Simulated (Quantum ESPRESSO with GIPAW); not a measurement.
# Assigning the 17O lines of K3NaSe2O8

The values are calculated: DFT, PBEsol, plane-wave PAW (pslibrary 1.0.0 recipes), scalar-relativistic, GIPAW shieldings (Quantum ESPRESSO with GIPAW, a patched development version). Shieldings are without the macroscopic shape term, which is common to all sites.

```
CELL_PARAMETERS angstrom
5.90600 0.00000 0.00000
-2.95300 5.11475 0.00000
0.00000 0.00000 7.55200
ATOMIC_POSITIONS crystal
Se 0.66667 0.33333 0.72231
Se 0.33333 0.66667 0.27769
K 0.00000 0.00000 0.50000
K 0.66667 0.33333 0.16678
K 0.33333 0.66667 0.83322
Na 0.00000 0.00000 0.00000
O 0.81919 0.18081 0.80206
O 0.81919 0.63839 0.80206
O 0.36161 0.18081 0.80206
O 0.18081 0.81919 0.19794
O 0.63839 0.81919 0.19794
O 0.18081 0.36161 0.19794
O 0.66667 0.33333 0.50439
O 0.33333 0.66667 0.49561
```

The cell is an entry of the Crystallography Open Database; it need not be the form that is stable at ambient conditions. The coordinates shown are those after relaxation (atoms relaxed).

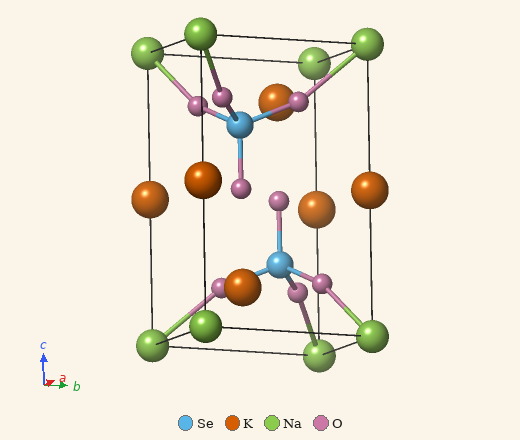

The structure (selenium blue, potassium orange, sodium green, oxygen pink). Bonds to atoms that aren't drawn are left out. Some periodic images of atoms are drawn too.

The O sites:

```
site  atom no.  atoms in cell  site symmetry     surroundings     bonds (Å)
O(1)         7              6              m  bound to SeNaK4  1.67 to 3.17
O(2)        13              2             3m    bound to SeK4  1.65 to 3.41
```

The lines to be assigned:

```
line  σ_iso (ppm)  relative area  span (ppm)  skew
   A        -18.4              3       228.3  0.96
   B        -23.6              1       252.6  1.00
```

Q: Assign the lines to the sites.

A: A is O(1) (bound to SeNaK4); B is O(2) (bound to SeK4). The areas settle A and B, whose multiplicities are unique. O(2) lies on an axis of order three or more, which demands an axial or isotropic tensor.

[Banner, clock, file and message-heading lines were taken out of the pw.x and gipaw.x logs.]

[Logs are printed without paths, hosts, clocks, repeated set-up lines and the standing remarks that a program may print on its own settings, such as how far it seeks lower states.]

[Hosts, paths, dates, database ids (printed as entryN), source tags and the programs' standing remarks are cut or masked in the printed files.]
